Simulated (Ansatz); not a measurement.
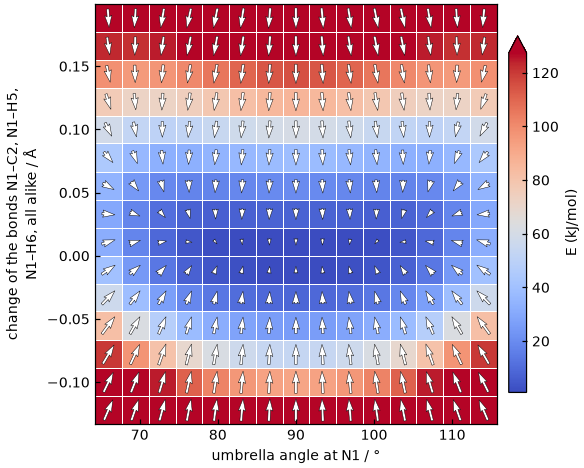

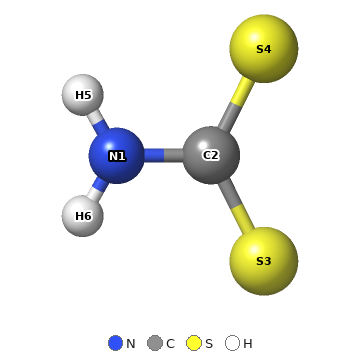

Energy landscape of CH2NS2, SMILES NC(=S)[S-], charge −1. The first coordinate is: umbrella angle at N1 (between each of its bonds and their common axis; 90 is planar); the second: change of the bonds N1–C2, N1–H5, N1–H6, all alike. Nothing is relaxed (all other coordinates rigid). Grid: 15 × 15 points; 120 points were computed and 105 follow by symmetry. Points are written as (first, second). Energies: kJ/mol, counted from the relaxed molecule at the same level. Theory: RHF/def2-TZVPD in Ansatz.

In the figure: one coloured cell a grid point, arrows along the force (downhill), their lengths compressed, one colour for all values above the top of the scale. The second picture is the structure at the lowest point.

Describe this landscape.

The lowest grid point is at (86.6°, 0.011 Å), 0.9 kJ/mol from the relaxed molecule at the same level. The same energy is found at (93.4°, 0.011 Å). The highest grid point, (66.0°, −0.122 Å), lies 229 kJ/mol above the lowest.

The input of one point:

```yaml
crystal:
  periodic: [false, false, false]
  atoms:
    - { symbol: "N", position_ang: [0.596539, 0.001851, 0.383559] }
    - { symbol: C, position_ang: [-0.582583, -0.046372, -0.278894] }
    - { symbol: S, position_ang: [-1.64921, 1.261306, -0.028677] }
    - { symbol: S, position_ang: [-0.840687, -1.408178, -1.273474] }
    - { symbol: H, position_ang: [1.212947, -0.785309, 0.333634] }
    - { symbol: H, position_ang: [0.751572, 0.737991, 1.043965] }
total_charge: -1
basis:
  gaussian: { orbitals: def2-TZVPD }
hamiltonian:
  xc: hf
output:
  forces: true
```

The whole map (120 points run) took 23 min on 1 thread of Arm Neoverse N1, with other jobs on the host.
